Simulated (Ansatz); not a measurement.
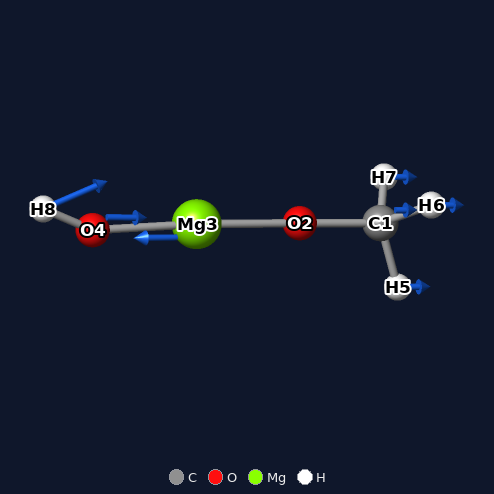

The arrows show one normal mode. Harmonic vibrations computed with RKS PBE0-D4/def2-TZVP (Ansatz 0.2.0) at a stationary point of the same level.

Q: Describe the motion.

A: Mostly out-of-phase stretching of 2 Mg–O bonds.

Q: At what wavenumber does it lie?

A: 855 cm⁻¹; it is mode 8 of 18 counted from the lowest.
